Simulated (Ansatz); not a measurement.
**NiGe3: magnetic states**

Aim, for NiGe3: find which magnetic order is lowest, then follow the energy without spin against volume.

Method: DFT PBEsol, scalar-relativistic, plane waves, PAW, in Ansatz 0.2.0.

2 further runs of the same task are left out: 2 set aside as unsound or not needed. Runs told in other sessions of the task aren't counted.

### 1 The starting structure

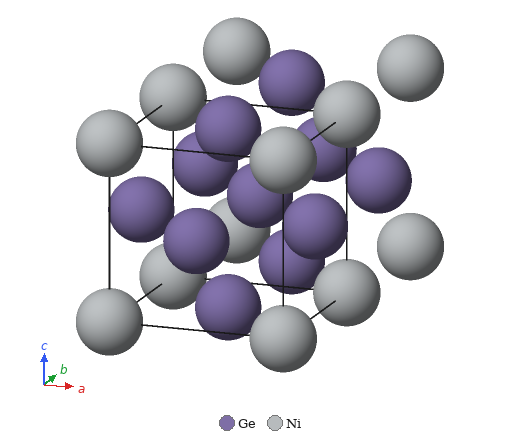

The starting structure, seen slightly off an axis (germanium purple, nickel light grey). 1×2×1 cells are drawn. Atoms on the faces are drawn again on the opposite ones.

Structure file:

```
CELL_PARAMETERS angstrom
3.96349 0.00000 0.00000
0.00000 3.96349 0.00000
0.00000 0.00000 3.96349
ATOMIC_POSITIONS crystal
Ge 0.00000 0.50000 0.50000
Ge 0.50000 0.00000 0.50000
Ge 0.50000 0.50000 0.00000
Ni 0.00000 0.00000 0.00000
```

This cell was relaxed beforehand with the same method: volume 15.57 Å³/atom, gap on the mesh none (metal).

This is a hypothetical structure, made by putting the elements on a prototype's sites.

### 2 Start: large parallel starting moments

input.yaml

```yaml
crystal:
  lattice:
    - [3.9634904518, 0.0, 0.0]
    - [0.0, 3.9634904518, 0.0]
    - [0.0, 0.0, 3.9634904518]
  atoms:
    - { symbol: Ge, position: [0.0, 0.5, 0.5] }
    - { symbol: Ge, position: [0.5, 0.0, 0.5] }
    - { symbol: Ge, position: [0.5, 0.5, 0.0] }
    - { symbol: Ni, position: [0.0, 0.0, 0.0], spin: 2.5 }
basis:
  ecutwfc: 420
kpoints:
  mp_grid: { grid: [10, 10, 10] }
hamiltonian:
  xc: pbesol
scf:
  occupations: { method: gaussian, width: 0.1 }
  lower_state_search: "off"
output:
  forces: true
  stress: true
  eigenvalues: true
  populations: true
magnetization:
  spin_polarized: true
```

The run is started by

```bash
ansatz run input.yaml --threads 1 --pin off --max-ram 2560MiB --backend cpu --events-out ev --progress --plain --runs-dir out
```

Output, cut to the lines that bear on the results:

```text
Warning: RAYON_NUM_THREADS=1 ignored (pool sized by the plan → 1); use --threads N
[...]
Pseudopotentials: kind: paw
Pseudopotential: Ge, paw, valence charge 14, recommended cutoff 420 eV (normal), Ge.paw.azcp
Pseudopotential: Ni, paw, valence charge 18, recommended cutoff 420 eV (normal), Ni.paw.azcp
Functional definition: PBEsol
[...]
Crystal: 4 atoms, lattice volume = 62.263 Å³
Basis set: ecut = 420 eV, 1213 PW (Γ), exchange–correlation on 54×54×54 points (8 copies of the dense FFT grid, shifted against one another)
Bands: 38, of which v1, the nominal top of the filled ones, is band 30 counted from 1 (29 counted from 0)
Symmetry: 48 space group operations
Space group: Pm-3m (ITA 221), of the structure as read, at distance tolerance 4.0e-5 Å
Magnetic group: BNS 221.92 (UNI 1594), of the structure as read, at distance tolerance 4.0e-5 Å
k-points: 56 of 1000
[...]
Starting moments: Σ|m| = 2.5 μB on 1 of 4 sites
[...]
SCF iter   1: F=—  HF=-18565.051048 eV  |F-HF|=—  |Δ(HF+E_count)|=         —  Δρ=1.96e-1 (↑5.14e-2 ↓1.96e-1)  dr2=1.26e1  dr2_m=8.53e0  M=0.240 μB ∫|m|=0.392 μB  β_m=0.30  ethr=3.10e-3  ⟨swp⟩=5.2  Hψ=14093  notcnv=0
[...]
spin=Collinear: Kerker preconditioning applied to the charge; magnetization (m = ρ↑ − ρ↓) channel mixes plain (no charge-response kernel on spin).
[...]
spin-set hold released at iteration 8 (site moments contracting): the magnetisation degrees of freedom join the quasi-Newton model from the next iteration; the mixer history was flushed
[...]
SCF iter  19: F=-18564.531353 eV  HF=-18564.531353 eV  |F-HF|=1.27e-10  |Δ(HF+E_count)|=  4.00e-11  Δρ=2.62e-7 (↑2.46e-7 ↓2.62e-7)  dr2=1.55e-10  dr2_m=6.88e-13  M=-0.000 μB ∫|m|=0.000 μB  ethr=1.00e-12  ⟨swp⟩=1.0  Hψ=9679  notcnv=0
WARN: the starting moments were not kept: the SCF closed with an absolute magnetisation of 1.3e-6 μB, where they sum to 2.5 μB in size (1 site). That is at most 0.1 of that sum. Measured as dr2_m measures the in/out step, that magnetisation stands 3.9e-13 eV from none, at or under the [...]
SCF converged after 19 iterations
Magnetization: -0.0000 μB (30.0000 up, 30.0000 down)
Absolute magnetization: 0.0000 μB (∫|ρ↑−ρ↓|, with the PAW one-centre terms)
Spin contamination: 0.0000 ħ² per cell (⟨S²⟩ above its minimum at these occupations)
Per-site moments (μB) at R_I (Å): [(-6.9265149357186e-8, 1.1560770274498142), (-6.926514916867075e-8, 1.1560770274498142), (-6.926514969891252e-8, 1.1560770274498142), (-2.032060810716644e-8, 1.1560770274498142)]
Free energy (F): -18564.531353 eV
[...]
E sigma→0 (E₀):  -18564.525711 eV
Entropy (-TS):   -0.011283 eV (-2.821 meV/atom)
Fermi energy:    13.529307 eV
[...]
--- Forces (eV/Å), atoms counted from 1 ---
  atom   1  Ge     0.00000000     0.00000000     0.00000000
  atom   2  Ge    -0.00000000    -0.00000000     0.00000000
  atom   3  Ge    -0.00000000    -0.00000000     0.00000000
  atom   4  Ni    -0.00000000     0.00000000    -0.00000000
[...]
--- Stress (GPa, compression-positive) ---
       -0.000543       0.000000       0.000000
       -0.000000      -0.000543       0.000000
        0.000000       0.000000      -0.000543
  P = ⅓ Tr σ = -0.0005 GPa (-0.005 kbar)
--- Band table (eV; the first three rows and the last of 112) ---
[...]
--- Löwdin populations: 4 sites ---
  site symbol       q [e]    m [muB]
     0     Ge     14.0815    -0.0000
     1     Ge     14.0815    -0.0000
     2     Ge     14.0815    -0.0000
     3     Ni     17.5004     0.0000
  spilling = 0.004252 (of n_electrons = 60.000000)
```

Run time: 50 s. Hardware: 1 thread of Intel Xeon at 2.50GHz (Skylake/Cascade Lake), shared host; peak memory 0.48 GiB.

Read-out: -4641.1314 eV/atom at zero smearing, pressure 0.00 GPa and no gap on the mesh. The moments have vanished. The log warns that the starting moments were lost.

### 3 Magnetic start: antiferromagnetic, doubled cell, propagation vector (0, 0, 1/2)

input.yaml

```yaml
crystal:
  lattice:
    - [3.9634904518, 0.0, 0.0]
    - [0.0, 3.9634904518, 0.0]
    - [0.0, 0.0, 7.9269809035]
  atoms:
    - { symbol: Ge, position: [0.0, 0.5, 0.25] }
    - { symbol: Ge, position: [0.5, 0.0, 0.25] }
    - { symbol: Ge, position: [0.5, 0.5, 0.0] }
    - { symbol: Ni, position: [0.0, 0.0, 1.0], spin: 1.0 }
    - { symbol: Ge, position: [0.0, 0.5, 0.75] }
    - { symbol: Ge, position: [0.5, 0.0, 0.75] }
    - { symbol: Ge, position: [0.5, 0.5, 0.5] }
    - { symbol: Ni, position: [0.0, 0.0, 0.5], spin: -1.0 }
basis:
  ecutwfc: 420
kpoints:
  mp_grid: { grid: [10, 10, 5] }
hamiltonian:
  xc: pbesol
scf:
  occupations: { method: gaussian, width: 0.1 }
  lower_state_search: "off"
output:
  forces: true
  stress: true
  eigenvalues: true
  populations: true
magnetization:
  spin_polarized: true
```

The run is started by

```bash
ansatz run input.yaml --threads 1 --pin off --max-ram 2560MiB --backend cpu --events-out ev --progress --plain --runs-dir out
```

Output, cut to the lines that bear on the results:

```text
Warning: RAYON_NUM_THREADS=1 ignored (pool sized by the plan → 1); use --threads N
[...]
[... 4 set-up lines as earlier in the session ...]
[...]
Crystal: 8 atoms, lattice volume = 124.527 Å³
Basis set: ecut = 420 eV, 2435 PW (Γ), exchange–correlation on 54×54×108 points (8 copies of the dense FFT grid, shifted against one another)
Bands: 74, of which v1, the nominal top of the filled ones, is band 60 counted from 1 (59 counted from 0)
Symmetry: 16 space group operations
Space group: P4/mmm (ITA 123), of the structure as read, at distance tolerance 5.0e-5 Å
Magnetic group: BNS 123.348 (UNI 1008), of the structure as read, at distance tolerance 5.0e-5 Å
k-points: 63 of 500
[...]
Starting moments: Σ|m| = 2 μB on 2 of 8 sites
Starting magnetic order: antiferromagnet; a translation exchanges its spin sublattices: spin-degenerate at every k-point
[...]
WARN: the starting moments were not kept: the SCF closed with an absolute magnetisation of 7.3e-6 μB, where they sum to 2 μB in size (2 sites). That is at most 0.1 of that sum. Measured as dr2_m measures the in/out step, that magnetisation stands 1.7e-11 eV from none, at or under the [...]
Fermi energy:    13.529305 eV
[...]
--- Forces (eV/Å), atoms counted from 1 ---
  atom   1  Ge     0.00000000     0.00000000     0.00000000
  atom   2  Ge     0.00000000     0.00000000     0.00000000
  atom   3  Ge     0.00000000    -0.00000000     0.00000000
  atom   4  Ni    -0.00000000     0.00000000     0.00000000
  atom   5  Ge     0.00000000     0.00000000    -0.00000000
  atom   6  Ge     0.00000000     0.00000000    -0.00000000
  atom   7  Ge    -0.00000000     0.00000000     0.00000000
  atom   8  Ni    -0.00000000     0.00000000     0.00000000
[...]
--- Stress (GPa, compression-positive) ---
       -0.000515       0.000000       0.000000
        0.000000      -0.000515       0.000000
        0.000000       0.000000      -0.000516
  P = ⅓ Tr σ = -0.0005 GPa (-0.005 kbar)
--- Band table (eV; the first three rows and the last of 126) ---
[...]
--- Löwdin populations: 8 sites ---
  site symbol       q [e]    m [muB]
     0     Ge     14.0815     0.0000
     1     Ge     14.0815     0.0000
     2     Ge     14.0815     0.0000
     3     Ni     17.5004     0.0000
     4     Ge     14.0815     0.0000
     5     Ge     14.0815     0.0000
     6     Ge     14.0815    -0.0000
     7     Ni     17.5004    -0.0000
  spilling = 0.004252 (of n_electrons = 120.000000)
```

Run time: 2.2 min. Hardware: 1 thread of Intel Xeon at 2.50GHz (Skylake/Cascade Lake), shared host; peak memory 0.9 GiB.

This run gives -4641.1314 eV/atom at zero smearing, pressure 0.00 GPa and no gap on the mesh. The moments have vanished. The log warns that the starting moments were lost.

### 4 Which state is lowest

All runs keep the base geometry. A propagation vector, in units of the reciprocal vectors, doubles the cell. Energies are extrapolated to zero smearing. The moments by site are integrated in spheres around the atoms, sized by the neighbour distance.

```csv
start,ends,energy above the lowest (meV/atom),site moments (μB),gap on the mesh (eV),pressure (GPa),CPU time
no spin,non-magnetic (imposed),0.00,none,metal,0.0,61 s
large parallel starting moments,non-magnetic,0.00,none over 0.05,metal,0.0,50 s
"antiferromagnetic, doubled cell, propagation vector (0, 0, 1/2)",non-magnetic,0.00,none over 0.05,metal,0.0,2.2 min
```

### 5 V/V0 = 1.06, start: no spin polarisation

input.yaml

```yaml
crystal:
  lattice:
    - [4.0412256862, 0.0, 0.0]
    - [0.0, 4.0412256862, 0.0]
    - [0.0, 0.0, 4.0412256862]
  atoms:
    - { symbol: Ge, position: [0.0, 0.5, 0.5] }
    - { symbol: Ge, position: [0.5, 0.0, 0.5] }
    - { symbol: Ge, position: [0.5, 0.5, 0.0] }
    - { symbol: Ni, position: [0.0, 0.0, 0.0] }
basis:
  ecutwfc: 420
kpoints:
  mp_grid: { grid: [10, 10, 10] }
hamiltonian:
  xc: pbesol
scf:
  occupations: { method: gaussian, width: 0.1 }
  lower_state_search: "off"
output:
  forces: true
  stress: true
  eigenvalues: true
  write_density: true
  write_potential: true
  elf: true
  volumetric_format: npy
```

The run is started by

```bash
ansatz run input.yaml --threads 1 --pin off --max-ram 2560MiB --backend cpu --events-out ev --progress --plain --runs-dir out
```

Output, cut to the lines that bear on the results:

```text
Warning: RAYON_NUM_THREADS=1 ignored (pool sized by the plan → 1); use --threads N
[...]
[... 4 set-up lines as earlier in the session ...]
[...]
Crystal: 4 atoms, lattice volume = 65.999 Å³
Basis set: ecut = 420 eV, 1309 PW (Γ), exchange–correlation on 60×60×60 points (8 copies of the dense FFT grid, shifted against one another)
Bands: 36, of which v1, the nominal top of the filled ones, is band 30 counted from 1 (29 counted from 0)
[... 2 set-up lines as earlier in the session ...]
k-points: 56 of 1000
[...]
SCF iter   1: F=—  HF=-18564.471933 eV  |F-HF|=—  |Δ(HF+E_count)|=         —  Δρ=6.00e-3  dr2=1.35e-2  ethr=1.77e-3  ⟨swp⟩=5.3  Hψ=6781  notcnv=0  defer=2
[...]
SCF iter   6: F=-18564.470434 eV  HF=-18564.470434 eV  |F-HF|=9.44e-9  |Δ(HF+E_count)|=   2.36e-7  Δρ=5.52e-6  dr2=1.73e-8  ethr=1.67e-10  ⟨swp⟩=8.7  Hψ=12844  notcnv=0
[...]
SCF converged after 6 iterations
Free energy (F): -18564.470434 eV
[...]
E sigma→0 (E₀):  -18564.462958 eV
Entropy (-TS):   -0.014952 eV (-3.738 meV/atom)
Fermi energy:    12.496899 eV
[...]
--- Forces (eV/Å), atoms counted from 1 ---
  atom   1  Ge     0.00000000    -0.00000000     0.00000000
  atom   2  Ge     0.00000000    -0.00000000     0.00000000
  atom   3  Ge     0.00000000    -0.00000000     0.00000000
  atom   4  Ni     0.00000000    -0.00000000    -0.00000000
[...]
--- Stress (GPa, compression-positive) ---
       -4.921378      -0.000000       0.000000
       -0.000000      -4.921378       0.000000
        0.000000       0.000000      -4.921378
  P = ⅓ Tr σ = -4.9214 GPa (-49.214 kbar)
--- Band table (eV; the first three rows and the last of 56) ---
[...]
```

Run time: 17 s. Hardware: 1 thread of Intel Xeon at 2.50GHz (Skylake/Cascade Lake), shared host; peak memory 0.43 GiB.

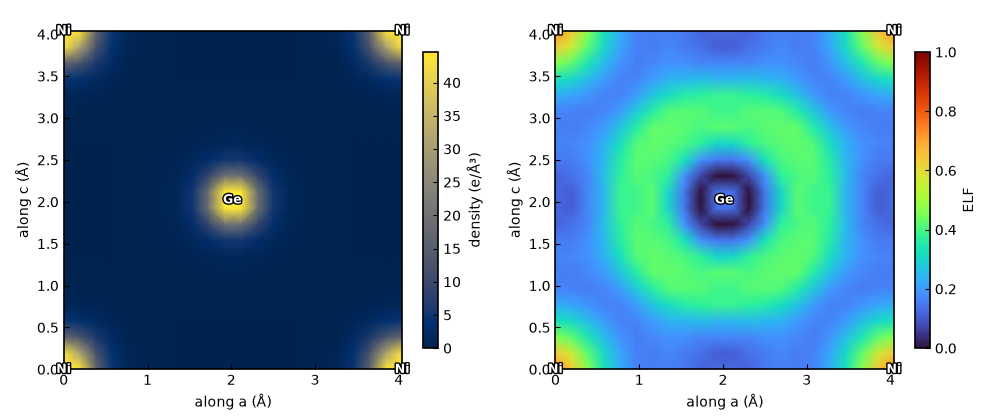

Density (left) and ELF (right) in a lattice plane of the grid's cell (edges 4.04 and 4.04 Å, at 0.000 of the third edge), which holds Ge and Ni. Only atoms in the plane are labelled; the density scale stops at 44.60 e/Å³. Both are smooth fields of the valence electrons: close to the nuclei they are not physical.

Read-out: -4641.1157 eV/atom at zero smearing, pressure -4.92 GPa and no gap on the mesh.

### 6 V/V0 = 1.12, start: no spin polarisation

input.yaml, as its differences from that of step 5:

```diff
@@ -2,5 +2,5 @@
   lattice:
-    - [4.0412256862, 0.0, 0.0]
-    - [0.0, 4.0412256862, 0.0]
-    - [0.0, 0.0, 4.0412256862]
+    - [4.1160801587, 0.0, 0.0]
+    - [0.0, 4.1160801587, 0.0]
+    - [0.0, 0.0, 4.1160801587]
   atoms:
@@ -23,5 +23 @@
   eigenvalues: true
-  write_density: true
-  write_potential: true
-  elf: true
-  volumetric_format: npy
```

The run is started by

```bash
ansatz run input.yaml --threads 1 --pin off --max-ram 2560MiB --backend cpu --events-out ev --progress --plain --runs-dir out
```

Output, cut to the lines that bear on the results:

```text
Warning: RAYON_NUM_THREADS=1 ignored (pool sized by the plan → 1); use --threads N
[...]
[... 4 set-up lines as earlier in the session ...]
[...]
Crystal: 4 atoms, lattice volume = 69.735 Å³
Basis set: ecut = 420 eV, 1357 PW (Γ), exchange–correlation on 60×60×60 points (8 copies of the dense FFT grid, shifted against one another)
Bands: 36, of which v1, the nominal top of the filled ones, is band 30 counted from 1 (29 counted from 0)
[... 1 set-up line as earlier in the session ...]
Space group: Pm-3m (ITA 221), of the structure as read, at distance tolerance 4.1e-5 Å
k-points: 56 of 1000
[...]
SCF iter   1: F=—  HF=-18564.316048 eV  |F-HF|=—  |Δ(HF+E_count)|=         —  Δρ=9.76e-3  dr2=4.51e-2  ethr=1.77e-3  ⟨swp⟩=5.5  Hψ=6819  notcnv=0  defer=1
[...]
SCF iter   7: F=-18564.312378 eV  HF=-18564.312378 eV  |F-HF|=1.20e-8  |Δ(HF+E_count)|=   5.59e-8  Δρ=6.57e-6  dr2=1.84e-8  ethr=1.67e-10  ⟨swp⟩=6.8  Hψ=8469  notcnv=0
[...]
SCF converged after 7 iterations
Free energy (F): -18564.312378 eV
[...]
E sigma→0 (E₀):  -18564.305267 eV
Entropy (-TS):   -0.014220 eV (-3.555 meV/atom)
Fermi energy:    11.573443 eV
[...]
--- Forces (eV/Å), atoms counted from 1 ---
  atom   1  Ge     0.00000000     0.00000000    -0.00000000
  atom   2  Ge     0.00000000    -0.00000000     0.00000000
  atom   3  Ge     0.00000000    -0.00000000     0.00000000
  atom   4  Ni    -0.00000000    -0.00000000     0.00000000
[...]
--- Stress (GPa, compression-positive) ---
       -8.453397       0.000000       0.000000
        0.000000      -8.453397       0.000000
        0.000000       0.000000      -8.453397
  P = ⅓ Tr σ = -8.4534 GPa (-84.534 kbar)
--- Band table (eV; the first three rows and the last of 56) ---
[...]
```

Wall time 14 s (1 thread of Intel Xeon at 2.50GHz (Skylake/Cascade Lake), shared host); peak memory 0.43 GiB.

Result: -4641.0763 eV/atom at zero smearing, pressure -8.45 GPa and no gap on the mesh.

### 7 V/V0 = 1.2, start: no spin polarisation

input.yaml, as its differences from that of step 6:

```diff
@@ -2,5 +2,5 @@
   lattice:
-    - [4.1160801587, 0.0, 0.0]
-    - [0.0, 4.1160801587, 0.0]
-    - [0.0, 0.0, 4.1160801587]
+    - [4.2118370924, 0.0, 0.0]
+    - [0.0, 4.2118370924, 0.0]
+    - [0.0, 0.0, 4.2118370924]
   atoms:
```

The run is started by

```bash
ansatz run input.yaml --threads 1 --pin off --max-ram 2560MiB --backend cpu --events-out ev --progress --plain --runs-dir out
```

Output, cut to the lines that bear on the results:

```text
Warning: RAYON_NUM_THREADS=1 ignored (pool sized by the plan → 1); use --threads N
[...]
[... 4 set-up lines as earlier in the session ...]
[...]
Crystal: 4 atoms, lattice volume = 74.716 Å³
Basis set: ecut = 420 eV, 1419 PW (Γ), exchange–correlation on 60×60×60 points (8 copies of the dense FFT grid, shifted against one another)
Bands: 36, of which v1, the nominal top of the filled ones, is band 30 counted from 1 (29 counted from 0)
[... 1 set-up line as earlier in the session ...]
Space group: Pm-3m (ITA 221), of the structure as read, at distance tolerance 4.2e-5 Å
k-points: 56 of 1000
[...]
SCF iter   1: F=—  HF=-18564.001529 eV  |F-HF|=—  |Δ(HF+E_count)|=         —  Δρ=1.26e-2  dr2=8.46e-2  ethr=1.77e-3  ⟨swp⟩=5.4  Hψ=6743  notcnv=0
[...]
SCF iter   7: F=-18563.995212 eV  HF=-18563.995212 eV  |F-HF|=2.25e-8  |Δ(HF+E_count)|=   2.33e-7  Δρ=6.25e-6  dr2=4.78e-8  ethr=1.67e-10  ⟨swp⟩=6.9  Hψ=8644  notcnv=0
[...]
SCF converged after 7 iterations
Free energy (F): -18563.995212 eV
[...]
E sigma→0 (E₀):  -18563.989332 eV
Entropy (-TS):   -0.011761 eV (-2.940 meV/atom)
Fermi energy:    10.492076 eV
[...]
--- Forces (eV/Å), atoms counted from 1 ---
  atom   1  Ge     0.00000000    -0.00000000     0.00000000
  atom   2  Ge     0.00000000    -0.00000000     0.00000000
  atom   3  Ge     0.00000000    -0.00000000    -0.00000000
  atom   4  Ni    -0.00000000     0.00000000    -0.00000000
[...]
--- Stress (GPa, compression-positive) ---
      -11.726902       0.000000       0.000000
        0.000000     -11.726902       0.000000
        0.000000       0.000000     -11.726902
  P = ⅓ Tr σ = -11.7269 GPa (-117.269 kbar)
--- Band table (eV; the first three rows and the last of 56) ---
[...]
```

Run time: 14 s. Hardware: 1 thread of Intel Xeon at 2.50GHz (Skylake/Cascade Lake), shared host; peak memory 0.43 GiB.

Read-out: -4640.9973 eV/atom at zero smearing, pressure -11.73 GPa and no gap on the mesh.

### 8 V/V0 = 1.3, start: no spin polarisation

input.yaml, as its differences from that of step 7:

```diff
@@ -2,5 +2,5 @@
   lattice:
-    - [4.2118370924, 0.0, 0.0]
-    - [0.0, 4.2118370924, 0.0]
-    - [0.0, 0.0, 4.2118370924]
+    - [4.3257252711, 0.0, 0.0]
+    - [0.0, 4.3257252711, 0.0]
+    - [0.0, 0.0, 4.3257252711]
   atoms:
```

The run is started by

```bash
ansatz run input.yaml --threads 1 --pin off --max-ram 2560MiB --backend cpu --events-out ev --progress --plain --runs-dir out
```

Output, cut to the lines that bear on the results:

```text
Warning: RAYON_NUM_THREADS=1 ignored (pool sized by the plan → 1); use --threads N
[...]
[... 4 set-up lines as earlier in the session ...]
[...]
Crystal: 4 atoms, lattice volume = 80.943 Å³
Basis set: ecut = 420 eV, 1575 PW (Γ), exchange–correlation on 60×60×60 points (8 copies of the dense FFT grid, shifted against one another)
Bands: 36, of which v1, the nominal top of the filled ones, is band 30 counted from 1 (29 counted from 0)
[... 1 set-up line as earlier in the session ...]
Space group: Pm-3m (ITA 221), of the structure as read, at distance tolerance 4.3e-5 Å
k-points: 56 of 1000
[...]
SCF iter   1: F=—  HF=-18563.491185 eV  |F-HF|=—  |Δ(HF+E_count)|=         —  Δρ=1.22e-2  dr2=8.62e-2  ethr=1.77e-3  ⟨swp⟩=5.2  Hψ=6710  notcnv=0
[...]
SCF iter   7: F=-18563.484711 eV  HF=-18563.484711 eV  |F-HF|=6.19e-8  |Δ(HF+E_count)|=   4.15e-7  Δρ=9.00e-6  dr2=9.46e-8  ethr=1.67e-10  ⟨swp⟩=5.8  Hψ=8728  notcnv=0
[...]
SCF converged after 7 iterations
Free energy (F): -18563.484711 eV
[...]
E sigma→0 (E₀):  -18563.479550 eV
Entropy (-TS):   -0.010321 eV (-2.580 meV/atom)
Fermi energy:    9.344072 eV
[...]
--- Forces (eV/Å), atoms counted from 1 ---
  atom   1  Ge     0.00000000     0.00000000    -0.00000000
  atom   2  Ge     0.00000000    -0.00000000     0.00000000
  atom   3  Ge     0.00000000    -0.00000000     0.00000000
  atom   4  Ni     0.00000000    -0.00000000     0.00000000
[...]
--- Stress (GPa, compression-positive) ---
      -14.301095       0.000000       0.000000
        0.000000     -14.301095       0.000000
        0.000000       0.000000     -14.301095
  P = ⅓ Tr σ = -14.3011 GPa (-143.011 kbar)
--- Band table (eV; the first three rows and the last of 56) ---
[...]
```

Wall time 15 s (1 thread of Intel Xeon at 2.50GHz (Skylake/Cascade Lake), shared host); peak memory 0.44 GiB.

This run gives -4640.8699 eV/atom at zero smearing, pressure -14.30 GPa and no gap on the mesh.

### 9 The sweep of the volume side by side

The cell is scaled evenly at fixed fractional positions; V0 is the volume of the base cell. Start: no spin polarisation.

| V/V0 | energy above the lowest (meV/atom) | pressure (GPa) |
| --- | --- | --- |
| 1.06 | 0.00 | -4.9 |
| 1.12 | 39.4 | -8.5 |
| 1.20 | 118 | -11.7 |
| 1.30 | 246 | -14.3 |

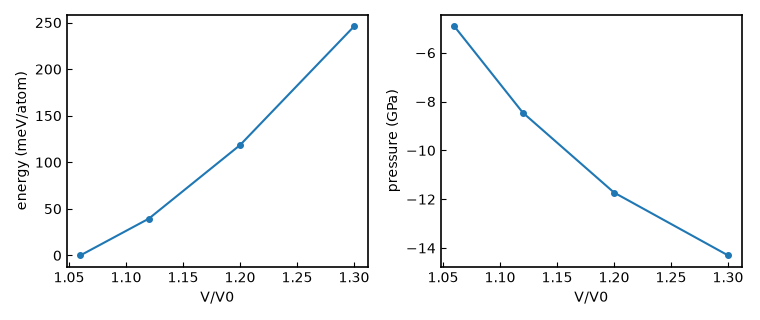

Energy above the lowest point and pressure against volume.

### 10 Outcome

```
                                  quantity                                      value
                            magnetic state  non-magnetic from all starts in the table
lowest point, start “no spin polarisation”                                V/V0 = 1.06
```

In words: All starts in the table end without moments: as far as tried, the cell is non-magnetic at this level. For the start “no spin polarisation” the lowest point lies at V/V0 = 1.06, the smallest volume tried; all points are expanded cells, and the minimum lies below them. A spin-polarised run here lost its starting moments, which speaks against magnetism, though one start doesn't rule it out.
